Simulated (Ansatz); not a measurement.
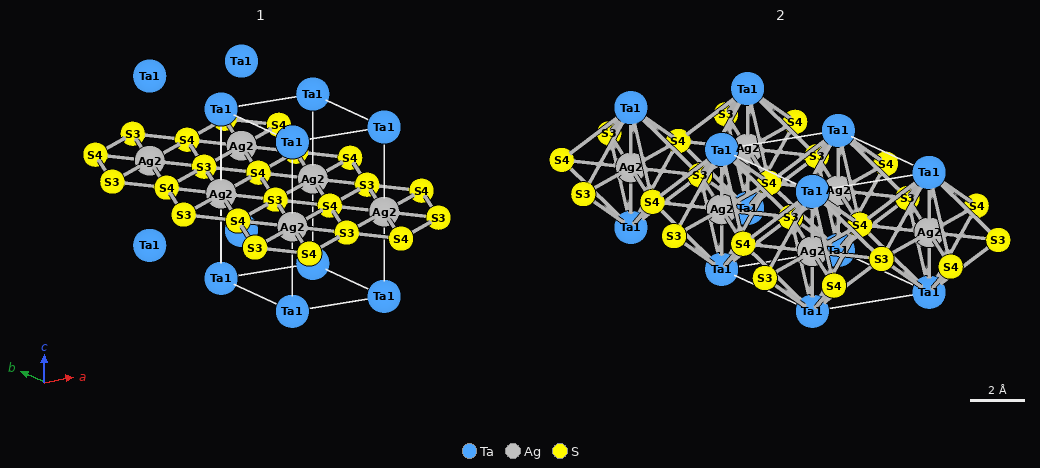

Two geometries of solid TaAgS$_{2}$ (a generated structure, set up in P6/mmm) (coarse preliminary run), drawn at one scale. One is the start of a relaxation, the other its converged end. Style: ball-and-stick. Shown: the cell of the calculation, repeated 1 × 2 × 1 with one cell outlined, from a free direction.

All numbers below come from DFT PBE, scalar-relativistic, plane waves, PAW in Ansatz 0.2.0. Set-up: plane-wave cutoff 420 eV; k-point mesh 6 × 6 × 4; occupations gaussian; smearing width 0.1 eV; no spin polarisation; cell and atoms relaxed; force threshold 0.04 eV/Å; at most 70 steps.

> Which of the two is the end point?

Structure 2 is the relaxed one. No atom moves by more than 0.005 Å relative to the cell. The volume changes by +14.5 %, with a = b 3.632 → 4.620 Å (+27.2 %), c 7.415 → 5.248 Å (−29.2 %). Among the contacts that change: Ta1–Ag2 3.707 → 2.624 Å, S3–S4 2.097 → 2.668 Å, Ag2–S3 2.097 → 2.668 Å, Ta1–S3 4.259 → 3.742 Å. New bonds form: Ta1–Ag2 (3.71 → 2.62 Å). The space group stays P6/mmm (No. 191). After 12 accepted moves (14 points after the start) the energy has fallen by 2329 meV per atom. All forces vanish by symmetry, so only the cell relaxes. The pressure goes from 60.02 to −0.09 GPa. The SCF was repeated twice at an unchanged geometry on a basis and grid sized afresh for the cell, which shifted the energy by 40.4 meV per atom at most.
